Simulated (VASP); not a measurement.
# MnCuAs with PBEsol: from relaxation to properties, part 3 of 8

What structure does MnCuAs take at this level, and what are its properties? The start is a computed cell from the Materials Project.

VASP 6.6.1, plane waves and PAW; the level of theory is named at each step.

So far, largest spin moment in the PAW sphere (μB): step 2 (magnetic order: ferromagnetic) 3.38; step 3 (magnetic order: antiferromagnetic within the cell) 3.44; step 4 (magnetic order: antiferromagnetic, q = (0, 0, 1/2)) 3.47.

### 5. Magnetic order: antiferromagnetic, q = (1/2, 1/2, 1/2)

Level of this step: PBEsol, spin-polarised from an antiferromagnetic start; plane waves and PAW (Mn_pv, Cu, As) (VASP).

Next, a pattern with opposite moments, which needs a doubled cell; q is given in the reciprocal vectors of the primitive cell.

INCAR reads:

```
SYSTEM = MnCuAs
PREC = Accurate
ENCUT = 400
EDIFF = 1E-06
NELM = 100
ISMEAR = 1
SIGMA = 0.2
LREAL = .FALSE.
ALGO = Normal
GGA = PS
NBANDS = 77
ISPIN = 2
MAGMOM = 4 -4 4 -4 0.6 -0.6 0.6 -0.6 0 0 0 0
LASPH = .TRUE.
LMAXMIX = 4
LORBIT = 11
LWAVE = .FALSE.
LCHARG = .FALSE.
KPAR = 8
ISIF = 2
```

POSCAR reads:

```
MnCuAs
1.0
    7.3989820000      0.0000000000      0.0000000000
    3.6994910000      3.6994910000      0.0000000000
    3.6994910000      0.0000000000      6.4084220000
Mn Cu As
4 4 4
Direct
    0.6679900000      0.5000000000      0.1640200000
    0.1679900000      0.5000000000      0.1640200000
    0.8320100000      0.0000000000      0.8359800000
    0.3320100000      0.0000000000      0.8359800000
    0.7500000000      0.0000000000      0.5000000000
    0.2500000000      0.0000000000      0.5000000000
    0.7500000000      0.5000000000      0.5000000000
    0.2500000000      0.5000000000      0.5000000000
    0.3618770000      0.5000000000      0.7762460000
    0.8618770000      0.5000000000      0.7762460000
    0.1381230000      0.0000000000      0.2237540000
    0.6381230000      0.0000000000      0.2237540000
```

KPOINTS reads:

```
Automatic mesh
0
Gamma
6 6 6
0 0 0
```

Potentials, in the order of the species: Mn_pv, Cu and As (PBE family, release 64).

Run with:

```bash
$ mpirun -np 8 vasp_std
```

What it wrote:

```text
[... set-up lines as in an earlier step ...]
 entering main loop
       N       E                     dE             d eps       ncg     rms          rms(c)
DAV:   1     0.119952869234E+04    0.11995E+04   -0.47294E+04 22904   0.168E+03
DAV:   2     0.848926164012E+02   -0.11146E+04   -0.10675E+04 20944   0.478E+02
DAV:   3    -0.724128630563E+02   -0.15731E+03   -0.13933E+03 21910   0.189E+02
DAV:   4    -0.850673456360E+02   -0.12654E+02   -0.12209E+02 32216   0.575E+01
DAV:   5    -0.853756662484E+02   -0.30832E+00   -0.30717E+00 31648   0.105E+01    0.288E+01
DAV:   6    -0.814621347675E+02    0.39135E+01   -0.12039E+02 29510   0.136E+02    0.196E+01
DAV:   7    -0.763363439082E+02    0.51258E+01   -0.25332E+01 26724   0.682E+01    0.613E+00
DAV:   8    -0.765581315160E+02   -0.22179E+00   -0.34452E+00 31536   0.133E+01    0.509E+00
DAV:   9    -0.765169226509E+02    0.41209E-01   -0.40818E-01 32964   0.109E+01    0.251E+00
DAV:  10    -0.764812949038E+02    0.35628E-01   -0.14008E-01 32032   0.609E+00    0.103E+00
DAV:  11    -0.764778199265E+02    0.34750E-02   -0.44887E-02 32111   0.393E+00    0.252E-01
DAV:  12    -0.764785630550E+02   -0.74313E-03   -0.92209E-03 31019   0.609E-01    0.117E-01
DAV:  13    -0.764785488786E+02    0.14176E-04   -0.24304E-04 25692   0.130E-01    0.553E-02
DAV:  14    -0.764785435645E+02    0.53140E-05   -0.83663E-05 30611   0.107E-01    0.269E-02
DAV:  15    -0.764785474768E+02   -0.39123E-05   -0.14933E-05 28966   0.459E-02    0.133E-02
DAV:  16    -0.764785471995E+02    0.27727E-06   -0.21569E-06 14991   0.280E-02
   1 F= -.76478547E+02 E0= -.76477137E+02  d E =-.423045E-02  mag=    -0.0000
```

The job ended after 2.1 min (8 MPI ranks of AMD EPYC 9R45, shared host; peak memory 7.4 GiB; 17 min of CPU time).

From OUTCAR (step 5):

```text
   k-points           NKPTS =     68   k-points in BZ     NKDIM =     68   number of bands    NBANDS=     77

   ENCUT  =  400.0 eV  29.40 Ry    5.42 a.u.  12.07  8.53 12.07*2*pi/ulx,y,z

   NELECT =     116.0000    total number of electrons

 E-fermi :   7.7626

 spin component 1
 k-point     1 :       0.0000    0.0000    0.0000
  band No.  band energies     occupation
    ...
     54       6.0220      1.00000
     55       6.3169      1.00000
     56       7.0997      1.00001
     57       7.3200      1.00378
     58       7.4895      1.03295
     59       7.9990     -0.03516
     60       8.0877     -0.02189
     61       8.1574     -0.00869
     62       8.3535     -0.00012
     63       8.7189     -0.00000
    ...

 k-point     2 :       0.1667    0.0000   -0.0000
  band No.  band energies     occupation
    ...
     55       6.3677      1.00000
     56       7.1355      1.00004
     57       7.2783      1.00163
     58       7.5132      1.03538
     59       7.6631      0.86892
     60       8.1890     -0.00510
     61       8.2738     -0.00090
     62       8.4445     -0.00001
     63       8.5598     -0.00000
     64       8.7787     -0.00000
    ...

  Total       -6.7520366     -6.7520366     -6.8825187      1.2212608     -0.0000707      0.0000708
  in kB      -61.6709048    -61.6709048    -62.8626856     11.1545989     -0.0006457      0.0006463
  external PRESSURE =     -62.0681650 kB  Pullay stress =       0.0000000 kB

 POSITION                                       TOTAL-FORCE (eV/Angst)
 -----------------------------------------------------------------------------------
      7.39898      1.84975      1.05111         0.000029     -0.000029     -0.059195
      3.69949      1.84975      1.05111         0.000029     -0.000029     -0.059195
      9.24873      0.00000      5.35731        -0.000029      0.000029      0.059195
      5.54924      0.00000      5.35731        -0.000029      0.000029      0.059195
      7.39898      0.00000      3.20421         0.000003      0.000003      0.000000
      3.69949      0.00000      3.20421         0.000003      0.000003      0.000000
      9.24873      1.84975      3.20421        -0.000003     -0.000003      0.000000
      5.54924      1.84975      3.20421        -0.000003     -0.000003      0.000000
      7.39898      1.84975      4.97451         0.000012     -0.000012     -0.102024
     11.09847      1.84975      4.97451         0.000012     -0.000012     -0.102024
      1.84975      0.00000      1.43391        -0.000012      0.000012      0.102024
      5.54924      0.00000      1.43391        -0.000012      0.000012      0.102024
 -----------------------------------------------------------------------------------
    total drift:                                0.000000      0.000000     -0.000000

  FREE ENERGIE OF THE ION-ELECTRON SYSTEM (eV)
  ---------------------------------------------------
  free  energy   TOTEN  =       -76.4785471995 eV

  energy  without entropy=      -76.4743167454  energy(sigma->0) =      -76.47713705

 magnetization (x)
# of ion       s       p       d       tot
------------------------------------------
    1        0.030   0.023   3.397   3.450
    2       -0.030  -0.023  -3.397  -3.450
    3        0.030   0.023   3.397   3.450
    4       -0.030  -0.023  -3.397  -3.450
    5        0.000   0.000  -0.000   0.000
    6       -0.000  -0.000   0.000  -0.000
    7        0.000   0.000  -0.000   0.000
    8       -0.000  -0.000   0.000  -0.000
    9       -0.005   0.016  -0.001   0.011
   10        0.005  -0.016   0.001  -0.011
   11       -0.005   0.016  -0.001   0.011
   12        0.005  -0.016   0.001  -0.011
--------------------------------------------------
tot          0.000   0.000   0.000   0.000

[... 2 parts as in an earlier step ...]

[... 13 further parts left out ...]
```

This step gave:

| Item | Value |
| --- | --- |
| SCF cycles | 16 |
| irreducible k-points | 68 |
| symmetry operations | 4 |
| free energy (TOTEN) | -76.4785 eV |
| energy at zero smearing | -76.4771 eV |
| Fermi energy | 7.763 eV |
| pressure | -6.207 GPa |

Spin moment in the PAW sphere by atom:

```
atom  spin moment in the PAW sphere (μB)
 Mn1                                3.45
 Mn2                               -3.45
 Mn3                                3.45
 Mn4                               -3.45
 Cu5                                0.00
 Cu6                                0.00
 Cu7                                0.00
 Cu8                                0.00
 As9                                0.01
As10                               -0.01
As11                                0.01
As12                               -0.01
```

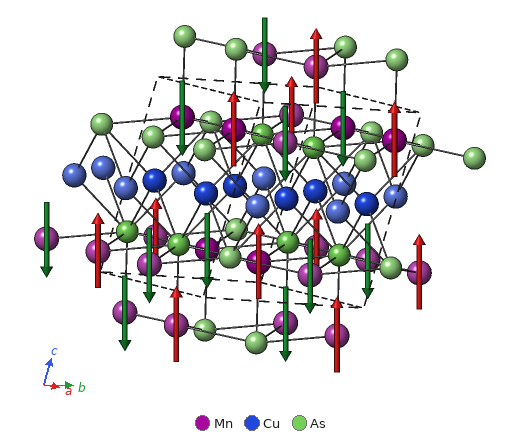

Spin moment in the PAW sphere as arrows, the longest 3.45 μB. Up and down stand for the sign. Arrows give size and sign along the axis of quantisation, drawn up and down the page. The two directions have two colours. Some periodic images of atoms are drawn too.

Force by atom:

```
atom  x (eV/Å)  y (eV/Å)  z (eV/Å)   size
 Mn1     0.000     0.000    -0.059  0.059
 Mn2     0.000     0.000    -0.059  0.059
 Mn3     0.000     0.000     0.059  0.059
 Mn4     0.000     0.000     0.059  0.059
 Cu5     0.000     0.000     0.000  0.000
 Cu6     0.000     0.000     0.000  0.000
 Cu7     0.000     0.000     0.000  0.000
 Cu8     0.000     0.000     0.000  0.000
 As9     0.000     0.000    -0.102  0.102
As10     0.000     0.000    -0.102  0.102
As11     0.000     0.000     0.102  0.102
As12     0.000     0.000     0.102  0.102
```

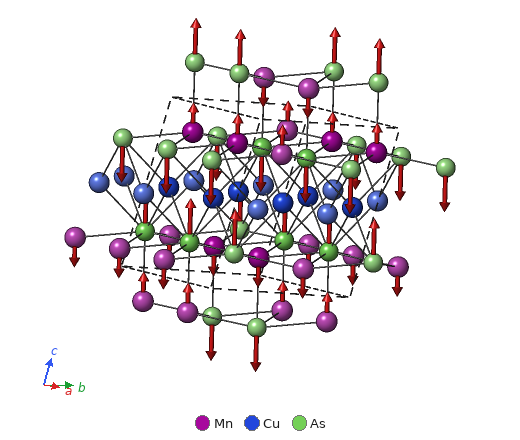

Force as arrows, the longest 0.102 eV/Å. Some periodic images of atoms are drawn too.

The energy lies -25.3 meV an atom from the first pattern. The run ends antiferromagnetic with a largest moment of 3.45 μB, and the mesh shows no gap.

### 6. Magnetic order: antiferromagnetic, q = (1/2, 1/2, 0)

Next, a pattern with opposite moments, which needs a doubled cell; q is given in the reciprocal vectors of the primitive cell.

INCAR is that of step 5.

POSCAR reads:

```
MnCuAs
1.0
    7.3989820000      0.0000000000      0.0000000000
    3.6994910000      3.6994910000      0.0000000000
    0.0000000000      0.0000000000      6.4084220000
Mn Cu As
4 4 4
Direct
    0.7500000000      0.5000000000      0.1640200000
    0.2500000000      0.5000000000      0.1640200000
    0.2500000000      0.0000000000      0.8359800000
    0.7500000000      0.0000000000      0.8359800000
    0.0000000000      0.0000000000      0.5000000000
    0.5000000000      0.0000000000      0.5000000000
    0.0000000000      0.5000000000      0.5000000000
    0.5000000000      0.5000000000      0.5000000000
    0.7500000000      0.5000000000      0.7762460000
    0.2500000000      0.5000000000      0.7762460000
    0.2500000000      0.0000000000      0.2237540000
    0.7500000000      0.0000000000      0.2237540000
```

KPOINTS reads:

```
Automatic mesh
0
Gamma
6 6 4
0 0 0
```

Run with:

```bash
$ mpirun -np 8 vasp_std
```

What it wrote:

```text
[... set-up lines as in an earlier step ...]
 entering main loop
       N       E                     dE             d eps       ncg     rms          rms(c)
DAV:   1     0.120234042619E+04    0.12023E+04   -0.47267E+04 18832   0.167E+03
DAV:   2     0.856299212256E+02   -0.11167E+04   -0.10695E+04 17263   0.478E+02
DAV:   3    -0.724484740377E+02   -0.15808E+03   -0.14005E+03 18114   0.190E+02
DAV:   4    -0.850119247177E+02   -0.12563E+02   -0.12139E+02 26470   0.575E+01
DAV:   5    -0.853109230416E+02   -0.29900E+00   -0.29797E+00 25928   0.105E+01    0.287E+01
DAV:   6    -0.814642659427E+02    0.38467E+01   -0.11864E+02 24374   0.135E+02    0.194E+01
DAV:   7    -0.763668681928E+02    0.50974E+01   -0.25000E+01 22014   0.681E+01    0.596E+00
DAV:   8    -0.765731390287E+02   -0.20627E+00   -0.34529E+00 26024   0.122E+01    0.478E+00
DAV:   9    -0.765237395088E+02    0.49400E-01   -0.32481E-01 26547   0.967E+00    0.227E+00
DAV:  10    -0.764994738126E+02    0.24266E-01   -0.12574E-01 26384   0.557E+00    0.101E+00
DAV:  11    -0.764944919416E+02    0.49819E-02   -0.42390E-02 26600   0.389E+00    0.263E-01
DAV:  12    -0.764950352648E+02   -0.54332E-03   -0.87178E-03 26088   0.659E-01    0.105E-01
DAV:  13    -0.764950518457E+02   -0.16581E-04   -0.23261E-04 21120   0.118E-01    0.533E-02
DAV:  14    -0.764950462176E+02    0.56281E-05   -0.77600E-05 25752   0.117E-01    0.250E-02
DAV:  15    -0.764950491671E+02   -0.29494E-05   -0.13964E-05 23896   0.417E-02    0.129E-02
DAV:  16    -0.764950489094E+02    0.25765E-06   -0.31907E-06 14214   0.293E-02
   1 F= -.76495049E+02 E0= -.76495190E+02  d E =0.424572E-03  mag=     0.0000
```

Wall time 95 s (8 MPI ranks); peak memory 6.4 GiB; 13 min of CPU time.

OUTCAR, selected parts (step 6):

```text
   k-points           NKPTS =     56   k-points in BZ     NKDIM =     56   number of bands    NBANDS=     77

   ENCUT  =  400.0 eV  29.40 Ry    5.42 a.u.  12.07  8.53 10.45*2*pi/ulx,y,z

   NELECT =     116.0000    total number of electrons

 E-fermi :   7.8179

 spin component 1
 k-point     1 :       0.0000    0.0000    0.0000
  band No.  band energies     occupation
    ...
     54       5.8603      1.00000
     55       6.3197      1.00000
     56       6.9419      1.00000
     57       7.1916      1.00004
     58       7.3758      1.00382
     59       7.9336      0.08990
     60       8.0890     -0.03327
     61       8.1747     -0.01504
     62       8.2789     -0.00264
     63       8.3163     -0.00120
    ...

 k-point     2 :       0.1667    0.0000    0.0000
  band No.  band energies     occupation
    ...
     55       6.2380      1.00000
     56       7.0328      1.00000
     57       7.1547      1.00001
     58       7.4356      1.01054
     59       7.4712      1.01712
     60       7.9416      0.07180
     61       8.2815     -0.00251
     62       8.3811     -0.00025
     63       8.6305     -0.00000
     64       8.8379     -0.00000
    ...

  Total       -7.4808354     -7.4808354     -7.7697515     -1.2723451      0.0000618     -0.0000618
  in kB      -68.3275162    -68.3275162    -70.9663821    -11.6211862      0.0005641     -0.0005646
  external PRESSURE =     -69.2071381 kB  Pullay stress =       0.0000000 kB

 POSITION                                       TOTAL-FORCE (eV/Angst)
 -----------------------------------------------------------------------------------
      7.39898      1.84975      1.05111         0.000032     -0.000032     -0.205679
      3.69949      1.84975      1.05111         0.000032     -0.000032     -0.205679
      1.84975      0.00000      5.35731        -0.000032      0.000032      0.205679
      5.54924      0.00000      5.35731        -0.000032      0.000032      0.205679
      0.00000      0.00000      3.20421         0.000004      0.000004      0.000000
      3.69949      0.00000      3.20421         0.000004      0.000004      0.000000
      1.84975      1.84975      3.20421        -0.000004     -0.000004      0.000000
      5.54924      1.84975      3.20421        -0.000004     -0.000004      0.000000
      7.39898      1.84975      4.97451         0.000018     -0.000018     -0.027341
      3.69949      1.84975      4.97451         0.000018     -0.000018     -0.027341
      1.84975      0.00000      1.43391        -0.000018      0.000018      0.027341
      5.54924      0.00000      1.43391        -0.000018      0.000018      0.027341
 -----------------------------------------------------------------------------------
    total drift:                                0.000000     -0.000000     -0.000000

  FREE ENERGIE OF THE ION-ELECTRON SYSTEM (eV)
  ---------------------------------------------------
  free  energy   TOTEN  =       -76.4950489094 eV

  energy  without entropy=      -76.4954734811  energy(sigma->0) =      -76.49519043

 magnetization (x)
# of ion       s       p       d       tot
------------------------------------------
    1        0.027   0.024   3.353   3.404
    2       -0.027  -0.024  -3.353  -3.404
    3        0.027   0.024   3.353   3.404
    4       -0.027  -0.024  -3.353  -3.404
    5        0.000   0.000  -0.000   0.000
    6       -0.000  -0.000   0.000  -0.000
    7        0.000   0.000  -0.000   0.000
    8       -0.000  -0.000   0.000  -0.000
    9        0.003  -0.014  -0.001  -0.013
   10       -0.003   0.014   0.001   0.013
   11        0.003  -0.014  -0.001  -0.013
   12       -0.003   0.014   0.001   0.013
--------------------------------------------------
tot          0.000   0.000   0.000   0.000

[... 2 parts as in an earlier step ...]

[... 13 further parts left out ...]
```

This step gave:

```yaml
irreducible_k_points: 56
free_energy_toten: -76.4950 eV
energy_at_zero_smearing: -76.4952 eV
fermi_energy: 7.818 eV
pressure: -6.921 GPa
```

Spin moment in the PAW sphere by atom:

```
atom  spin moment in the PAW sphere (μB)
 Mn1                                3.40
 Mn2                               -3.40
 Mn3                                3.40
 Mn4                               -3.40
 Cu5                                0.00
 Cu6                                0.00
 Cu7                                0.00
 Cu8                                0.00
 As9                               -0.01
As10                                0.01
As11                               -0.01
As12                                0.01
```

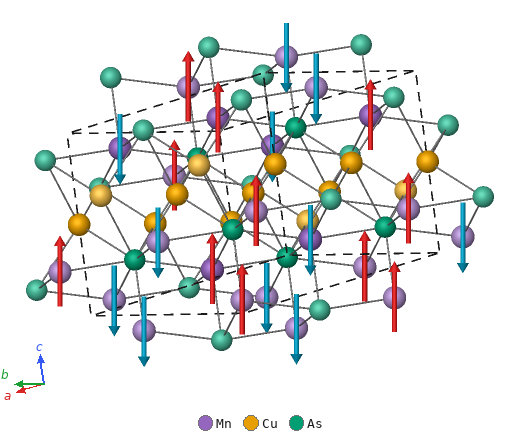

Spin moment in the PAW sphere as arrows, the longest 3.40 μB. Up and down stand for the sign. Arrows give size and sign along the axis of quantisation, drawn up and down the page. The two directions have two colours. Some periodic images of atoms are drawn too.

Force by atom:

```
atom  x (eV/Å)  y (eV/Å)  z (eV/Å)   size
 Mn1     0.000     0.000    -0.206  0.206
 Mn2     0.000     0.000    -0.206  0.206
 Mn3     0.000     0.000     0.206  0.206
 Mn4     0.000     0.000     0.206  0.206
 Cu5     0.000     0.000     0.000  0.000
 Cu6     0.000     0.000     0.000  0.000
 Cu7     0.000     0.000     0.000  0.000
 Cu8     0.000     0.000     0.000  0.000
 As9     0.000     0.000    -0.027  0.027
As10     0.000     0.000    -0.027  0.027
As11     0.000     0.000     0.027  0.027
As12     0.000     0.000     0.027  0.027
```

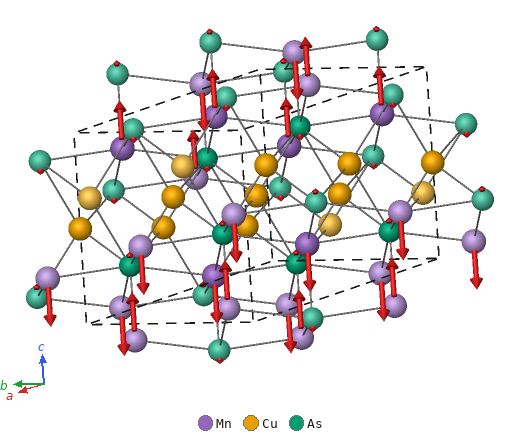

Force as arrows, the longest 0.206 eV/Å. Some periodic images of atoms are drawn too.

The energy lies -26.8 meV an atom from the first pattern. The run ends antiferromagnetic with a largest moment of 3.40 μB, and the mesh shows no gap.

### 7. The orders side by side

This step: collinear orders at PBEsol; plane waves and PAW (VASP 6.6.1).

No new run; the numbers come from the runs before.

Patterns, by row:

```
                                 start  atoms  energy less that of the first (meV/atom)  largest site moment (μB)          end state
                         ferromagnetic      6                                         0                      3.38      ferromagnetic
     antiferromagnetic within the cell      6                                     -52.8                      3.44  antiferromagnetic
    antiferromagnetic, q = (0, 0, 1/2)     12                                     -39.2                      3.47  antiferromagnetic
antiferromagnetic, q = (1/2, 1/2, 1/2)     12                                     -25.3                      3.45  antiferromagnetic
  antiferromagnetic, q = (1/2, 1/2, 0)     12                                     -26.8                       3.4  antiferromagnetic
```

The session goes on in the lowest magnetic state found: antiferromagnetic. The next one lies 13.6 meV an atom higher.

(Continued in part 4 of 8.)

[Lines on the potential files, build, host, timing and source positions are cut from VASP's logs without a mark.]

[Logs are printed without paths, hosts, clocks, repeated set-up lines and the standing remarks that a program may print on its own settings, such as how far it seeks lower states.]

[Hosts, paths, dates, database ids (printed as entryN), source tags and the programs' standing remarks are cut or masked in the printed files.]

[A measured line is paired with the nearest computed mode of its activity, which favours agreement.]

[In band tables of VASP the shares of atoms and orbitals are scaled to a sum of 1 inside the atoms' spheres.]
